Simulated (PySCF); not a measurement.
# C2H8N2Si2: runs on many settings

Which settings matter for C2H8N2Si2 (`C[Si@@H](C#N)N[SiH3]`), and how do bad ones show?

Computed with PySCF 2.14.0, with density-fitted response routines of our own, on a single molecule in the gas phase. Atoms count from 0, in the outputs and in this text.

## 1. Starting geometry

14 atoms, charge 0, multiplicity 1; geometry from: GFN2-xTB.

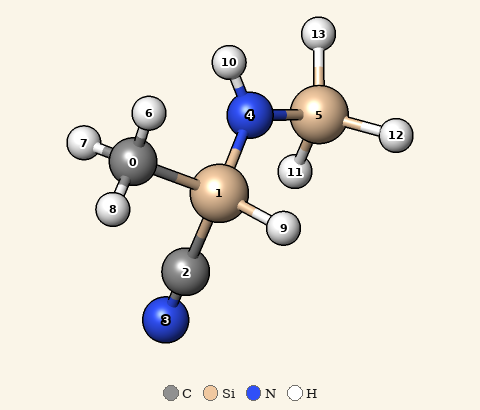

The starting geometry (carbon grey, silicon light orange, nitrogen blue, hydrogen white), atoms numbered; sticks join atoms by distance.

## 2. NMR shieldings: mPW1PW91/pcSseg-1

The job: settings as JSON, then the geometry in Å.

```
{"job": {"kind": "nmr", "xc": "mPW1PW91", "basis": "pcSseg-1", "pop": false}, "charge": 0, "multiplicity": 1}
C      2.199105    -0.665911    -0.219389
Si     0.700938     0.429645     0.152482
C      0.361930     1.507305    -1.342381
N      0.150379     2.173207    -2.250155
N     -0.689261    -0.568007     0.378600
Si    -2.352066    -0.086280     0.553259
H      2.388071    -1.358773     0.595558
H      2.054795    -1.248448    -1.125170
H      3.092731    -0.065058    -0.354653
H      0.916686     1.354968     1.272751
H     -0.503837    -1.548004     0.512648
H     -2.723296     0.706508    -0.614789
H     -2.499607     0.709407     1.775211
H     -3.097246    -1.341032     0.643862
```

Level: GIAO mPW1PW91/pcSseg-1 NMR shielding, non-relativistic, gas phase.

On the command line:

```sh
$ OMP_NUM_THREADS=1 python probes_run.py task.json out
```

This one command runs all jobs of the session in turn.

The log of the run:

```text
coarse grid: 12504 points
cycle   1  E = -769.3806279936  dE =  3.648e-01  |g| = 5.891e-01  |ddm| = 3.378e+00
cycle   2  E = -769.2585671851  dE =  1.221e-01  |g| = 9.494e-01  |ddm| = 1.092e+00
cycle   3  E = -769.4502954245  dE = -1.917e-01  |g| = 2.152e-01  |ddm| = 7.061e-01
cycle   4  E = -769.4596990329  dE = -9.404e-03  |g| = 5.673e-02  |ddm| = 1.428e-01
cycle   5  E = -769.4603418825  dE = -6.428e-04  |g| = 1.904e-02  |ddm| = 5.630e-02
cycle   6  E = -769.4604244706  dE = -8.259e-05  |g| = 3.325e-03  |ddm| = 1.726e-02
cycle   7  E = -769.4604272290  dE = -2.758e-06  |g| = 7.315e-04  |ddm| = 3.464e-03
final grid: 111232 points
cycle   8  E = -769.4902136417  dE = -1.825e-05  |g| = 4.621e-03  |ddm| = 1.613e-02
cycle   9  E = -769.4902104266  dE =  3.215e-06  |g| = 6.016e-03  |ddm| = 7.714e-03
cycle  10  E = -769.4902184307  dE = -8.004e-06  |g| = 1.049e-03  |ddm| = 4.448e-03
cycle  11  E = -769.4902186576  dE = -2.269e-07  |g| = 2.803e-04  |ddm| = 7.047e-04
cycle  12  E = -769.4902186721  dE = -1.450e-08  |g| = 1.244e-04  |ddm| = 2.702e-04
cycle  13  E = -769.4902186754  dE = -3.275e-09  |g| = 2.187e-05  |ddm| = 9.486e-05
cycle  14  E = -769.4902186755  dE = -1.191e-10  |g| = 5.346e-06  |ddm| = 2.435e-05
converged SCF energy = -769.4902186755

GIAO shielding tensors (ppm)
atom      isotropic    diamagn.    paramagn.     s11        s22        s33       span
  0 C      187.602     254.336     -66.734    178.935    189.248    194.624     15.689
  1 Si     389.557     880.619    -491.062    342.582    381.938    444.149    101.567
  2 C       60.357     264.463    -204.107    -54.287    -53.030    288.388    342.675
  3 N      -91.260     338.609    -429.869   -295.146   -270.432    291.799    586.944
  4 N      263.966     326.818     -62.852    238.784    269.593    283.522     44.738
  5 Si     403.397     879.728    -476.331    360.399    391.645    458.147     97.747
  6 H       31.464      30.579       0.885     27.040     28.997     38.354     11.314
  7 H       31.094      31.109      -0.015     27.137     28.822     37.322     10.185
  8 H       31.353      28.674       2.679     26.916     28.134     39.010     12.094
  9 H       26.763      29.275      -2.512     23.731     24.647     31.910      8.179
 10 H       31.953      34.489      -2.537     22.442     30.100     43.315     20.873
 11 H       26.784      29.766      -2.982     22.972     26.022     31.359      8.387
 12 H       27.005      28.946      -1.941     23.281     25.197     32.538      9.257
 13 H       27.116      28.871      -1.755     23.566     25.407     32.375      8.809
```

It took 19 s on 1 thread of Arm Neoverse V2, shared host; peak memory 0.71 GiB.

The references, computed at this level on geometries of the same kind, shield at (ppm): ¹H TMS 31.77, ¹³C TMS 186.1, ²⁹Si TMS 347.9, ¹⁵N NH3 266.3. Their shielding less the atom's gives the shift. The references are single molecules in the gas phase, so shifts against H2O, NH3, PH3, H3PO4 or CFCl3 are not on the usual liquid scales and can be off by tens of ppm. Atoms listed in one row are averaged.

| atoms | environment | σ (ppm) | δ (ppm) |
| --- | --- | --- | --- |
| C2 | nitrile carbon | 60.4 | 125.7 |
| C0 | methyl carbon bonded to Si | 187.6 | -1.5 |
| H9 | hydrogen on a silicon bonded to 2 C, N | 26.76 | 5.00 |
| H11, H12, H13 | hydrogen on a silicon bonded to N | 26.97 | 4.80 |
| H6, H7, H8 | hydrogen on a methyl carbon bonded to Si | 31.30 | 0.46 |
| H10 | hydrogen on a nitrogen bonded to 2 Si | 31.95 | -0.19 |
| Si1 | silicon bonded to 2 C, N, H | 389.6 | -41.6 |
| Si5 | silicon bonded to N, 3 H | 403.4 | -55.5 |
| N3 | nitrile nitrogen | -91.3 | 357.5 |
| N4 | nitrogen bonded to 2 Si, H | 264.0 | 2.3 |

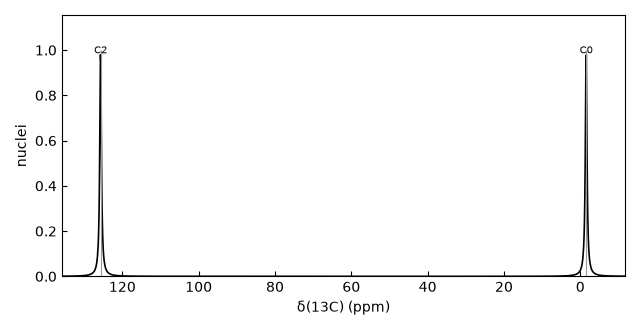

¹³C lines at the computed shifts, without couplings. Lines are broadened to a width of 0.51 ppm (Lorentzian).

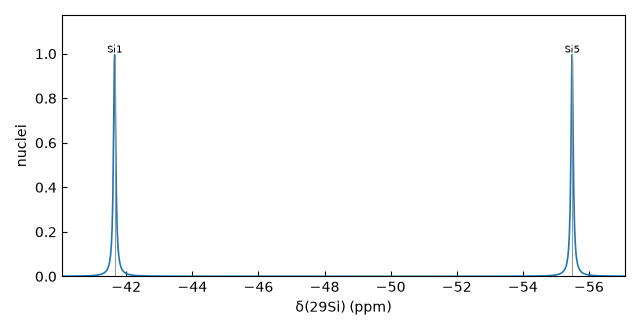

²⁹Si lines at the computed shifts, without couplings. Lines are broadened to a width of 0.08 ppm (Lorentzian).

The fields below are evaluated on a grid from the run's orbitals.

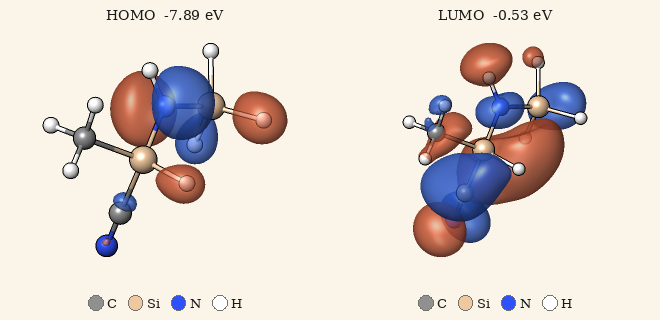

mPW1PW91/pcSseg-1 orbitals near the gap, drawn at the value that encloses 70 % of each; the two colours are the two signs.

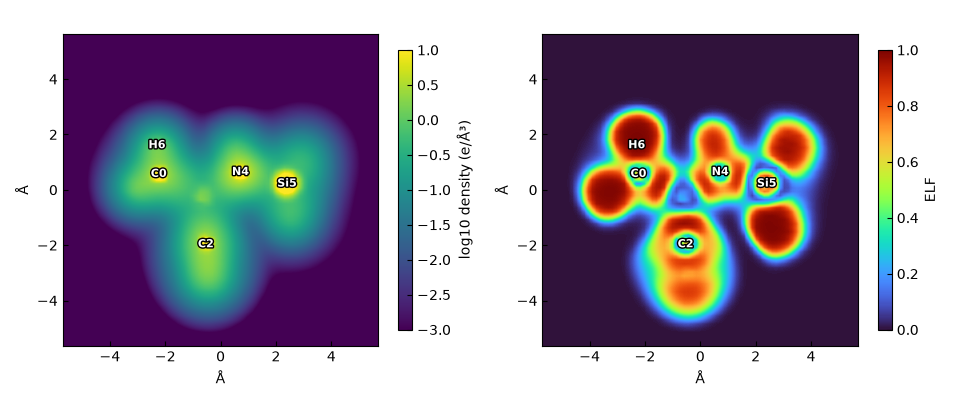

Density (left) and ELF (right) in a plane through or near 5 of the atoms.

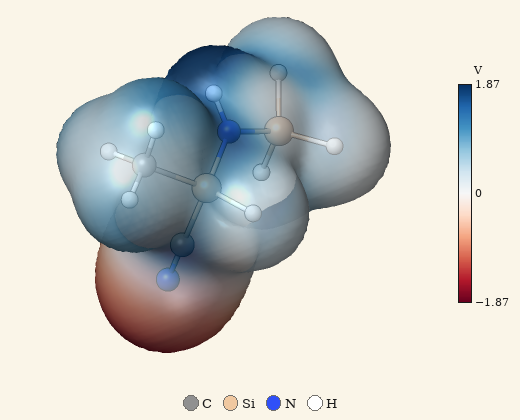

Electrostatic potential on the surface of density 0.002 e/bohr³; red is low, blue high. It runs from -1.77 V near N3 to 1.87 V near H10.

## 3. Shielding tensors: PBE0/aug-pcSseg-1

Settings changed since step 2:

```diff
@@ -1,2 +1,2 @@
-{"job": {"kind": "nmr", "xc": "mPW1PW91", "basis": "pcSseg-1", "pop": false}, "charge": 0, "multiplicity": 1}
+{"job": {"kind": "nmr", "xc": "PBE0", "basis": "aug-pcSseg-1", "pop": true, "scf": {"conv": 1e-15, "max_cycle": 83}}, "charge": 1, "multiplicity": 1}
 C      2.199105    -0.665911    -0.219389
```

With the program's defaults for keys left out, this is: PBE0/aug-pcSseg-1.

The log of the run:

```text
RuntimeError: Electron number 61 and spin 0 are not consistent
Note mol.spin = 2S = Nalpha - Nbeta, not 2S+1
```

It took 0.03 s on 1 thread of Arm Neoverse V2, shared host.

Diagnosis: Charge and multiplicity don't fit the number of electrons: an even count needs an odd multiplicity, and the reverse. Cure: mend the charge or the multiplicity.

## 4. Spin-spin couplings: BLYP/def2-SVP

Settings changed since step 3:

```diff
@@ -1,2 +1,2 @@
-{"job": {"kind": "nmr", "xc": "PBE0", "basis": "aug-pcSseg-1", "pop": true, "scf": {"conv": 1e-15, "max_cycle": 83}}, "charge": 1, "multiplicity": 1}
+{"job": {"kind": "j", "xc": "BLYP", "basis": "def2-SVP", "grid": 1, "scf": {"aux": "def2-universal-jkfit"}}, "charge": 0, "multiplicity": 1}
 C      2.199105    -0.665911    -0.219389
```

With the program's defaults for keys left out, this is: BLYP/def2-SVP indirect spin-spin coupling, non-relativistic, gas phase.

The log of the run:

```text
final grid: 53200 points
cycle   1  E = -768.9940160932  dE =  3.582e-01  |g| = 7.649e-01  |ddm| = 3.832e+00
cycle   2  E = -768.5585417876  dE =  4.355e-01  |g| = 1.527e+00  |ddm| = 2.251e+00
cycle   3  E = -769.0907692561  dE = -5.322e-01  |g| = 4.375e-01  |ddm| = 1.707e+00
cycle   4  E = -769.1317511935  dE = -4.098e-02  |g| = 1.303e-01  |ddm| = 3.436e-01
cycle   5  E = -769.1353002237  dE = -3.549e-03  |g| = 5.090e-02  |ddm| = 1.579e-01
cycle   6  E = -769.1359144337  dE = -6.142e-04  |g| = 1.195e-02  |ddm| = 5.480e-02
cycle   7  E = -769.1359543036  dE = -3.987e-05  |g| = 2.737e-03  |ddm| = 1.492e-02
cycle   8  E = -769.1359565865  dE = -2.283e-06  |g| = 4.170e-04  |ddm| = 3.730e-03
cycle   9  E = -769.1359566452  dE = -5.869e-08  |g| = 8.765e-05  |ddm| = 7.239e-04
cycle  10  E = -769.1359566478  dE = -2.605e-09  |g| = 1.737e-05  |ddm| = 1.435e-04
cycle  11  E = -769.1359566479  dE = -9.982e-11  |g| = 4.043e-06  |ddm| = 3.114e-05
converged SCF energy = -769.1359566479

Indirect spin-spin couplings (Hz)
  i      j    bonds     total        FC       PSO       DSO        SD
  0 C    1 Si   1    -74.198   -74.775     1.813    -0.092    -1.144
  0 C    2 C    2      6.526     6.551    -0.043     0.018         -
  0 C    3 N    3     -1.045    -1.087     0.014     0.023     0.004
  0 C    4 N    2     -2.615    -2.719     0.109     0.002    -0.006
  0 C    5 Si   3     -3.579    -3.536    -0.037     0.048    -0.054
  0 C    6 H    1    166.986   164.936     1.380     0.670         -
  0 C    7 H    1    171.350   169.393     1.280     0.676         -
  0 C    8 H    1    169.172   167.193     1.321     0.658         -
  0 C    9 H    2     11.555    11.826    -0.014    -0.256         -
  0 C   10 H    3      2.546     2.455    -0.070     0.161         -
  0 C   11 H    4     -0.187    -0.062     0.078    -0.203         -
  0 C   12 H    4     -0.220    -0.084     0.084    -0.220         -
  0 C   13 H    4      0.676     0.774     0.083    -0.181         -
  1 Si   2 C    1    -76.610   -77.264     1.402    -0.143    -0.605
  1 Si   3 N    2     -1.791    -2.612     0.491    -0.032     0.361
  1 Si   4 N    1     20.715    22.665    -2.289     0.052     0.287
  1 Si   5 Si   2      0.075     0.176     0.009    -0.017    -0.093
  1 Si   6 H    2      2.561     2.464     0.167     0.076    -0.146
  1 Si   7 H    2      4.742     4.551     0.203     0.076    -0.089
  1 Si   8 H    2      3.345     3.279     0.145     0.074    -0.152
  1 Si   9 H    1   -211.537  -211.786     0.859    -0.374    -0.236
  1 Si  10 H    2     -0.969    -1.901     0.707     0.228    -0.003
  1 Si  11 H    3     -0.601    -0.677     0.024     0.027     0.025
  1 Si  12 H    3     -0.128    -0.221     0.032     0.040     0.021
  1 Si  13 H    3     -7.488    -7.578    -0.130     0.272    -0.052
  2 C    3 N    1    -42.344   -40.672     2.729     0.004    -4.405
  2 C    4 N    2     -6.953    -6.972     0.049    -0.016    -0.014
  2 C    5 Si   3     -0.520    -0.519     0.007    -0.017     0.009
  2 C    6 H    3      7.601     7.762     0.149    -0.311         -
  2 C    7 H    3      1.122     1.046    -0.051     0.127         -
  2 C    8 H    3      0.042    -0.007    -0.035     0.085         -
  2 C    9 H    2     19.507    19.584    -0.083     0.007         -
  2 C   10 H    3      3.368     3.523     0.166    -0.320         -
  2 C   11 H    4      0.277     0.112    -0.144     0.309         -
  2 C   12 H    4      0.383     0.418     0.002    -0.037         -
  2 C   13 H    4     -0.183    -0.037     0.054    -0.200         -
  3 N    4 N    3      0.632     0.682    -0.024    -0.009    -0.017
  3 N    6 H    4     -0.308    -0.365    -0.100     0.144     0.013
  3 N    9 H    3     -1.656    -1.577    -0.204     0.134    -0.010
  3 N   11 H    5     -0.268    -0.279     0.091    -0.052    -0.028
  4 N    5 Si   1     14.179    15.412    -1.659     0.042     0.383
  4 N    6 H    3     -0.118    -0.101    -0.018    -0.013     0.014
  4 N    7 H    3     -0.261    -0.257    -0.001    -0.013     0.010
  4 N    8 H    3     -3.760    -3.861    -0.053     0.157    -0.003
  4 N    9 H    2     -7.181    -7.283     0.008     0.086     0.009
  4 N   10 H    1    -96.238   -92.288    -3.101    -0.485    -0.365
  4 N   11 H    2     -5.829    -5.867    -0.025     0.061     0.003
  4 N   12 H    2     -5.005    -5.045    -0.036     0.074     0.001
  4 N   13 H    2     -3.140    -3.219     0.004     0.053     0.022
  5 Si   6 H    4      0.252     0.248    -0.103     0.152    -0.045
  5 Si   7 H    4      0.253     0.236    -0.094     0.138    -0.027
  5 Si   8 H    4     -1.053    -1.127    -0.130     0.221    -0.017
  5 Si   9 H    3     -0.091    -0.148    -0.030     0.071     0.016
  5 Si  10 H    2      1.327     0.571     0.519     0.291    -0.054
  5 Si  11 H    1   -194.146  -194.412     0.758    -0.240    -0.252
  5 Si  12 H    1   -183.024  -183.331     0.743    -0.228    -0.208
  5 Si  13 H    1   -181.867  -182.207     0.748    -0.221    -0.186
  6 H    7 H    2    -10.943   -10.811     2.295    -2.428         -
  6 H    8 H    2    -11.568   -11.424     2.327    -2.471         -
  6 H    9 H    3     -0.287     0.076     0.279    -0.642         -
  6 H   10 H    4      0.497    -0.065    -0.681     1.243         -
  6 H   11 H    5     -0.372     0.130     0.437    -0.940         -
  6 H   12 H    5     -0.313     0.007     0.253    -0.573         -
  6 H   13 H    5     -0.281    -0.044     0.236    -0.473         -
  7 H    8 H    2    -11.576   -11.431     2.281    -2.425         -
  7 H    9 H    3      5.077     6.431     0.976    -2.329         -
  7 H   10 H    4      0.339    -0.053    -0.362     0.753         -
  7 H   11 H    5     -0.217     0.018     0.196    -0.431         -
  7 H   12 H    5     -0.363     0.164     0.433    -0.960         -
  7 H   13 H    5     -0.274    -0.043     0.215    -0.446         -
  8 H    9 H    3      0.106     0.304     0.167    -0.365         -
  8 H   10 H    4     -0.355     0.106     0.823    -1.284         -
  8 H   11 H    5     -0.475    -0.040     0.431    -0.866         -
  8 H   12 H    5     -0.411     0.039     0.410    -0.860         -
  8 H   13 H    5     -0.351     0.127     0.496    -0.974         -
  9 H   10 H    3     -0.274     0.802     0.978    -2.054         -
  9 H   12 H    4      0.789     0.363    -0.220     0.646         -
  9 H   13 H    4     -0.952    -0.122     0.442    -1.271         -
 10 H   11 H    3      1.907     3.141     1.175    -2.409         -
 10 H   12 H    3     -0.105     0.893     0.989    -1.986         -
 10 H   13 H    3      4.499     4.126    -0.185     0.559         -
 11 H   12 H    2     11.270    12.805     0.521    -2.056         -
 11 H   13 H    2      3.906     5.654     0.547    -2.296         -
 12 H   13 H    2      5.171     6.827     0.554    -2.209         -
```

Wall time 15 s (1 thread of Arm Neoverse V2, shared host).

The basis is not made for couplings: without tight functions at the nuclei these values are rough.

A choice of the couplings up to four bonds, sorted by the number of bonds, with means over like pairs; isotopes 13C, 1H, 15N, 29Si:

| pair | bonds | J (Hz) | Fermi contact (Hz) | dihedral (°) |
| --- | --- | --- | --- | --- |
| Si1–H9 | 1 | -211.5 | -211.8 | – |
| Si5–H11 | 1 | -186.3 | -186.7 | – |
| C0–H6 | 1 | 169.2 | 167.2 | – |
| N4–H10 | 1 | -96.2 | -92.3 | – |
| Si1–C2 | 1 | -76.6 | -77.3 | – |
| C0–Si1 | 1 | -74.2 | -74.8 | – |
| C2–N3 | 1 | -42.3 | -40.7 | – |
| Si1–N4 | 1 | 20.7 | 22.7 | – |
| N4–Si5 | 1 | 14.2 | 15.4 | – |
| C2–H9 | 2 | 19.5 | 19.6 | – |
| C0–H9 | 2 | 11.6 | 11.8 | – |
| H6–H7 | 2 | -11.4 | -11.2 | – |
| N4–H9 | 2 | -7.2 | -7.3 | – |
| C2–N4 | 2 | -7.0 | -7.0 | – |
| H11–H12 | 2 | 6.8 | 8.4 | – |
| C0–C2 | 2 | 6.5 | 6.6 | – |
| N4–H11 | 2 | -4.7 | -4.7 | – |
| Si1–H6 | 2 | 3.5 | 3.4 | – |
| C0–Si5 | 3 | -3.6 | -3.5 | -172 |
| C2–H10 | 3 | 3.4 | 3.5 | 132 |
| C2–H6 | 3 | 2.9 | 2.9 | – |
| Si1–H11 | 3 | -2.7 | -2.8 | – |
| C0–H10 | 3 | 2.5 | 2.5 | 14 |
| H10–H11 | 3 | 2.1 | 2.7 | – |
| N3–H9 | 3 | -1.7 | -1.6 | – |
| H6–H9 | 3 | 1.6 | 2.3 | – |
| N4–H6 | 3 | -1.4 | -1.4 | – |

Means hide unlike values in this fixed geometry: H11–H12 from 3.9 to 11.3 Hz; C2–H6 from 0.0 to 7.6 Hz; Si1–H11 from -7.5 to -0.1 Hz. They hold only if the pairs exchange fast.

The spin-dipole term was solved for some atoms only; pairs without it lack that part.

Quadrupole couplings from the field gradients of the same density:

| atom | isotope | eQq/h (MHz) | η |
| --- | --- | --- | --- |
| N3 | 14N | -4.659 | 0.04 |
| N4 | 14N | -3.647 | 0.49 |

Joined with the shifts from before (mPW1PW91/pcSseg-1, unscaled), the couplings predict the line list below for 400 MHz.

¹H NMR δ 5.00 (q, J = 1.6 Hz, 1H), 4.80 (s, 3H), 0.46 (d, J = 1.6 Hz, 3H), -0.19 (br s, 1H).

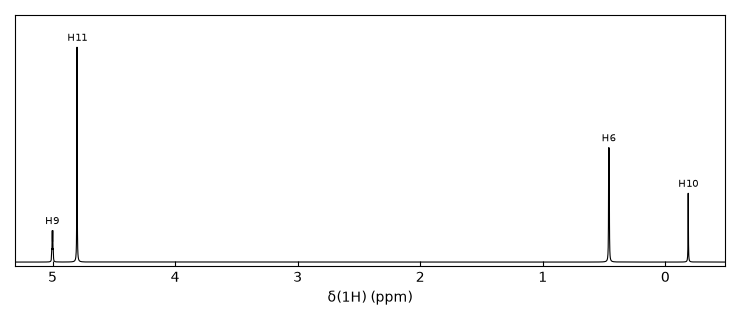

Simulated proton spectrum at 400 MHz, by exact diagonalisation of each spin system; lines 1.2 Hz wide, exchangeable protons uncoupled.

(Part 1 of 2 ends here.)
